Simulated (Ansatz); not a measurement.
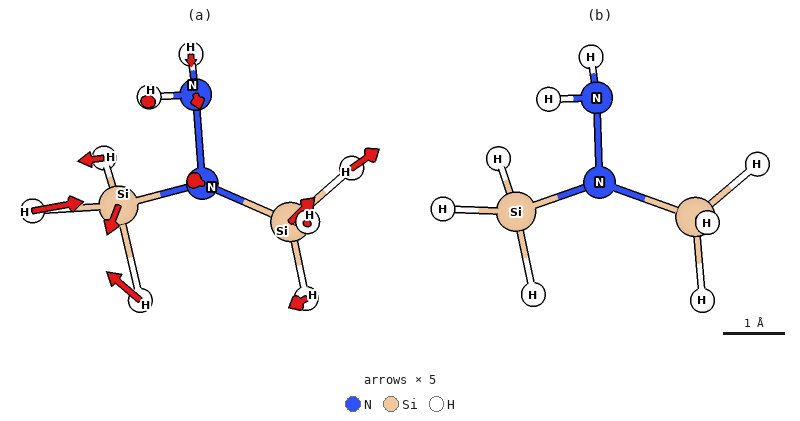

The structure of Si2N2H8 before (left) and after (right) a relaxation, at one scale. The red arrows give the displacements, 5 times their true length.

Style: ball-and-stick. Shown at a tilt.

Method: RHF/aug-cc-pVDZ (Ansatz 0.2.0).

The input:
```yaml
crystal:
  periodic: [false, false, false]
  atoms:
    - {symbol: N, position_ang: [-1.140535, 1.003326, -0.642095]}
    - {symbol: N, position_ang: [-0.037405, -0.125212, -0.033329]}
    - {symbol: Si, position_ang: [-0.211825, -0.314530, 1.571322]}
    - {symbol: Si, position_ang: [1.028297, -0.340685, -1.350682]}
    - {symbol: H, position_ang: [-2.035212, 0.524991, -0.526504]}
    - {symbol: H, position_ang: [-1.031392, 1.861434, -0.143111]}
    - {symbol: H, position_ang: [1.162991, -1.223310, 1.854412]}
    - {symbol: H, position_ang: [-1.344055, -0.945733, 1.889337]}
    - {symbol: H, position_ang: [-0.063186, 1.088439, 2.563428]}
    - {symbol: H, position_ang: [1.555772, 0.776130, -2.063250]}
    - {symbol: H, position_ang: [0.115403, -1.238107, -2.273742]}
    - {symbol: H, position_ang: [2.007584, -1.380999, -0.975722]}
basis:
  gaussian: {orbitals: aug-cc-pVDZ, fitting: {mean_field: def2-universal-jkfit}}
hamiltonian: {xc: {name: HF}}
relax: {f_tol: 0.001, max_steps: 2}
```

Command:
```bash
ansatz run in.yaml --threads 4 --pin off --events-out ev --progress --plain --max-ram 10444MiB
```

Q: Describe what moved and what it gained.

A: The relaxation stopped without meeting its thresholds, so the last structure isn't shown to be converged. The input was poor on purpose: steps. Over 1 geometry step the energy falls by 1.999 eV. The largest force component goes from 5.8 to 3.3 eV/Å. The largest move after the best rigid fit is that of H9, 0.19 Å. By element the largest moves are H 0.19 Å, Si 0.14 Å, N 0.12 Å. Some distances before and after: Si3–H9 1.725 → 1.474 Å, Si3–H7 1.672 → 1.492 Å, N1–N2 1.691 → 1.560 Å, Si3–H8 1.335 → 1.424 Å. Among the angles between lasting bonds that change: H11–Si4–H12 97.6° → 108.9°, N2–Si4–H11 99.3° → 109.5°, N2–Si4–H10 121.2° → 112.4°. The run took 1.1 s on 4 threads of INTEL XEON PLATINUM 8581C @ 2.10GHz (shared host).
